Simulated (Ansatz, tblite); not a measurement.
# Ga(CO)H3 (CH3GaO): rung by rung, part 2 of 2

Aim: run the singlet of Ga(CO)H3 (CH3GaO) at one geometry on many levels, and compare frontier levels, spin and run time.

Ansatz 0.2.0, Gaussian basis; as each input shows. Earlier steps stand in the parts before.

## 18. CCSD(T)/def2-TZVPP

The input, in.yaml:

```yaml
crystal:
  periodic: [false, false, false]
  atoms:
    - {symbol: Ga, position_ang: [-0.012696, 0.004169, -0.858627]}
    - {symbol: C, position_ang: [0.014500, 0.010286, 1.357743]}
    - {symbol: O, position_ang: [0.037984, -0.015867, 2.476619]}
    - {symbol: H, position_ang: [1.553983, 0.005402, -1.003994]}
    - {symbol: H, position_ang: [-0.802453, 1.355491, -1.008590]}
    - {symbol: H, position_ang: [-0.791328, -1.359479, -0.963151]}
basis:
  gaussian: {orbitals: def2-TZVPP, initial_orbitals: start.molden}
correlation: {method: ccsd_t}
scf: {omitted_lower_state_checks: [starts]}
output: {orbitals: {seedname: orbitals}}
```

The run is started by

```sh
$ ansatz run in.yaml --threads 4 --pin off --events-out ev --progress --plain --max-ram 3916MiB
```

Standard output, cut to the lines that bear on the results:

```text
Functional definition: HF
  name "HF"
  cite "Fock, Z. Phys. 61, 126 (1930) doi:10.1007/BF01340294"
  parent pbe
[...]
945 factors; integrals over basis functions are off by at most 1.0e-3 eV
[...]
mean field -55450.03299173 eV, -2037.7511270639 hartree, gradient 3.4e-6 eV, S^2 0.000000; 0 other end points of the search recorded, 0 dependent functions left out
11 core orbitals not correlated: weight in the atoms' cores, before any rotation towards them, 1.000 or more for the frozen orbitals, at most 0.000 for the correlated occupied ones
reference -55450.03299173 eV, -2037.7511270639 hartree; 13, 13 occupied and 128, 128 virtual orbitals, 945 factors
second order -16.60984837 eV of doubles, -0.00000000 eV of singles
cycle   1  -16.17714722 eV  change    4.3e-1 eV  update   1.3e-1
[...]
cycle   9  -16.96505726 eV  change   -9.3e-6 eV  update   2.8e-5
perturbative correction -0.72530589 eV, -0.0266544998 hartree
Total energy: -55467.72335488 eV, -2038.4012359187 hartree
Checks for a lower state left out: starts
```

Run time: 14 s. Hardware: 4 threads of Arm Neoverse V1, shared host; peak memory 1 GiB.

Report: Hartree-Fock HOMO -11.38 eV, LUMO 2.21 eV; T1 0.016.

## 19. MP2/def2-TZVP

Edit in.yaml of step 18 so:

```diff
@@ -10,4 +10,4 @@
 basis:
-  gaussian: {orbitals: def2-TZVPP, initial_orbitals: start.molden}
-correlation: {method: ccsd_t}
+  gaussian: {orbitals: def2-TZVP, initial_orbitals: start.molden}
+correlation: {method: mp2}
 scf: {omitted_lower_state_checks: [starts]}
```

Same command.

Standard output:

```text
Functional definition: HF
  name "HF"
  cite "Fock, Z. Phys. 61, 126 (1930) doi:10.1007/BF01340294"
  parent pbe
  exchange = exact_x
  correlation = 0
these checks for a lower state are left out or cut short: starts
878 factors; integrals over basis functions are off by at most 1.4e-3 eV
mean field evaluation 1: about -55449.0314 eV, gradient 2.8e1 eV
mean field evaluation 2: about -55449.8392 eV, gradient 1.1e0 eV
mean field evaluation 4: about -55450.0217 eV, gradient 1.4e-2 eV
mean field evaluation 8: about -55450.0217 eV, gradient 9.7e-7 eV
mean field -55450.02172858 eV, -2037.7507131508 hartree, gradient 3.4e-6 eV, S^2 0.000000; 0 other end points of the search recorded, 0 dependent functions left out
11 core orbitals not correlated: weight in the atoms' cores, before any rotation towards them, 1.000 or more for the frozen orbitals, at most 0.000 for the correlated occupied ones
reference -55450.02172858 eV, -2037.7507131508 hartree; 13, 13 occupied and 104, 104 virtual orbitals, 878 factors
second order -16.32256597 eV of doubles, -0.00000000 eV of singles
Total energy: -55466.34429456 eV, -2038.3505563864 hartree
Checks for a lower state left out: starts
```

Run time: 1.4 s. Hardware: 4 threads of Arm Neoverse V1, shared host.

Hartree-Fock HOMO -11.38 eV, LUMO 2.21 eV.

## 20. RPA/def2-TZVP

Edit in.yaml of step 19 so:

```diff
@@ -11,4 +11,4 @@
   gaussian: {orbitals: def2-TZVP, initial_orbitals: start.molden}
-correlation: {method: mp2}
+hamiltonian: {xc: pbe}
+correlation: {method: rpa}
 scf: {omitted_lower_state_checks: [starts]}
-output: {orbitals: {seedname: orbitals}}
```

The command is unchanged.

Standard output, cut to the lines that bear on the results:

```text
Functional definition: PBE
  name "PBE"
  cite "Perdew, Burke & Ernzerhof, Phys. Rev. Lett. 77, 3865 (1996) doi:10.1103/PhysRevLett.77.3865"
  parent pbe
[...]
878 factors; integrals over basis functions are off by at most 1.4e-3 eV
[...]
mean field -55499.48665477 eV, -2039.5685156597 hartree, gradient 2.0e-6 eV, S^2 0.000000; 0 other end points of the search recorded, 0 dependent functions left out
11 core orbitals not correlated: weight in the atoms' cores, before any rotation towards them, 1.000 or more for the frozen orbitals, at most 0.000 for the correlated occupied ones
reference -55448.43258029 eV, -2037.6923130281 hartree; 13, 13 occupied and 104, 104 virtual orbitals, 878 factors
Total energy: -55474.47271759 eV, -2038.6492704232 hartree
Checks for a lower state left out: starts
```

It took 1.6 s on 4 threads of Arm Neoverse V1, shared host.

## 21. Comparison

| level | functions | HOMO (eV) | LUMO (eV) | gap (eV) | time |
| --- | --- | --- | --- | --- | --- |
| HF/STO-3G | 31 | -6.47 | 5.84 | 12.31 | 0.15 s |
| HF/6-31G | 53 | -11.33 | 2.12 | 13.45 | 0.25 s |
| HF/def2-TZVP | 128 | -11.38 | 2.21 | 13.59 | 0.76 s |
| LDA/def2-TZVP | 128 | -7.24 | -3.22 | 4.02 | 0.55 s |
| PBE-D4/def2-SVP | 75 | -7.06 | -2.95 | 4.12 | 0.51 s |
| PBE-D4/def2-TZVP | 128 | -7.14 | -3.01 | 4.14 | 1.4 s |
| BLYP-D4/def2-TZVP | 128 | -7.05 | -2.91 | 4.14 | 0.8 s |
| r2SCAN-D4/def2-TZVP | 128 | -7.45 | -2.83 | 4.62 | 1.6 s |
| r2SCANh-D4/def2-TZVP | 128 | -7.89 | -2.42 | 5.47 | 1.8 s |
| B3LYP-D4/6-31G | 53 | -8.12 | -2.29 | 5.83 | 0.66 s |
| PBE0-D4/def2-SVP | 75 | -8.28 | -1.88 | 6.41 | 0.75 s |
| PBE0-D4/def2-TZVP | 128 | -8.34 | -1.91 | 6.43 | 1.1 s |
| BHLYP-D4/def2-TZVP | 128 | -9.50 | -0.71 | 8.79 | 1.1 s |
| ωB97X-V/def2-TZVP | 128 | -10.72 | 0.46 | 11.18 | 2.8 s |

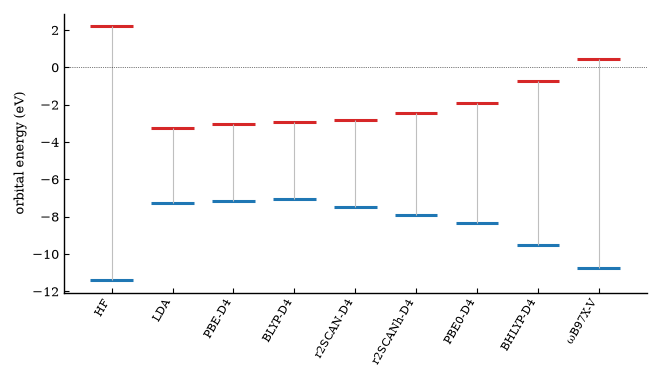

Highest filled (blue) and lowest empty (red) level in def2-TZVP.

The pieces so far (eV):

| basis | HF | MP2 correlation | CCSD correlation | (T) | total |
| --- | --- | --- | --- | --- | --- |
| def2-TZVPP | -55450.0330 | -16.6098 | -16.9651 | -0.7253 | -55467.7234 |
| def2-TZVP | -55450.0217 | -16.3226 |  |  | -55466.3443 (MP2) |

## 22. Binding energy

Free atoms were run apart at each level; binding is atoms less cluster, divided by the number of atoms, without zero-point or spin-orbit terms.

Differences are taken before rounding.

| method | binding an atom (eV) | from CCSD(T)/def2-TZVPP (eV) | time |
| --- | --- | --- | --- |
| HF/6-31G | 2.033 | -1.287 | 0.25 s |
| HF/def2-TZVP | 2.357 | -0.964 | 0.76 s |
| HF/def2-TZVPP | 2.359 | -0.962 |  |
| LDA/def2-TZVP | 3.863 | +0.543 | 0.55 s |
| PBE-D4/def2-SVP | 3.442 | +0.121 | 0.51 s |
| PBE-D4/def2-TZVP | 3.411 | +0.091 | 1.4 s |
| BLYP-D4/def2-TZVP | 3.349 | +0.029 | 0.8 s |
| r2SCAN-D4/def2-TZVP | 3.367 | +0.046 | 1.6 s |
| r2SCANh-D4/def2-TZVP | 3.329 | +0.008 | 1.8 s |
| B3LYP-D4/6-31G | 3.153 | -0.167 | 0.66 s |
| PBE0-D4/def2-SVP | 3.341 | +0.021 | 0.75 s |
| PBE0-D4/def2-TZVP | 3.316 | -0.005 | 1.1 s |
| BHLYP-D4/def2-TZVP | 3.199 | -0.121 | 1.1 s |
| ωB97X-V/def2-TZVP | 3.372 | +0.051 | 2.8 s |
| MP2/def2-TZVP | 3.332 | +0.011 | 1.4 s |
| CCSD/def2-TZVPP | 3.255 | -0.065 |  |
| CCSD(T)/def2-TZVPP | 3.321 | 0 | 14 s |

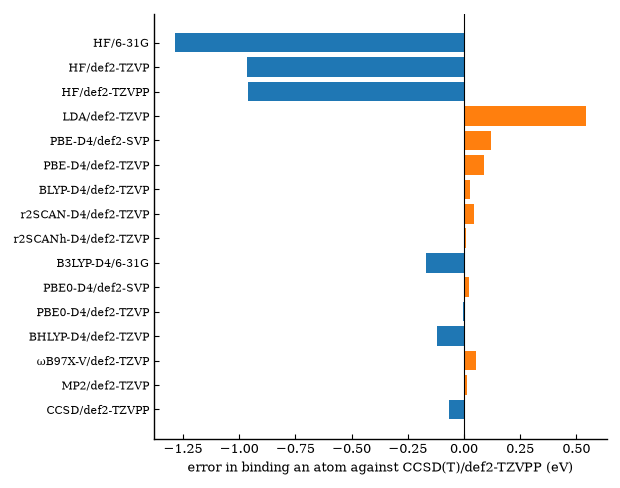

Error of each method against CCSD(T)/def2-TZVPP.

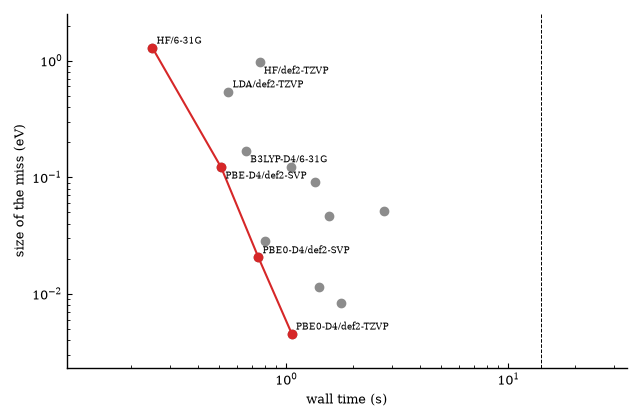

Miss against cost. Red marks the levels that no quicker level drawn beats (of those quicker than the yardstick), and the dashed line is the time of CCSD(T)/def2-TZVPP. Only those levels and the largest misses are named. Times are from a shared host.

## 23. Results

What follows sums up all 2 parts.

| quantity | value |
| --- | --- |
| gap in def2-TZVP, named functionals and Hartree-Fock, smallest and largest | 4.02 eV (LDA), 13.59 eV (HF) |
| correlation energy, CCSD(T)/def2-TZVPP | -17.69 eV |
| correlation energy, MP2/def2-TZVP | -16.32 eV |
| binding an atom, CCSD(T)/def2-TZVPP | 3.321 eV |
| PBE0 total energy, smallest basis above largest | 10.39 eV (def2-SVP, def2-TZVP) |

What this shows: Orbital gaps of the named functionals and Hartree-Fock in def2-TZVP span 4.02 eV (LDA) to 13.59 eV (HF); exact exchange widens it. A small miss in a minimal or small basis is a cancelling of errors, not accuracy. The functionals in def2-TZVP miss CCSD(T)/def2-TZVPP by -0.121 (BHLYP-D4) to +0.543 eV (LDA) an atom. CCSD(T)/def2-TZVPP isn't at the basis-set limit; small misses against it rank nothing.

For cost: PBE0-D4/def2-TZVP gets within 0.005 eV in 1.1 s, where CCSD(T)/def2-TZVPP took 14 s; the quickest level in the cost chart, HF/6-31G, takes 0.25 s and misses by 1.287 eV. The slowest run with a step of its own, CCSD(T)/def2-TZVPP, took 14 s; the quickest functional in def2-TZVP took 0.55 s (shared host).
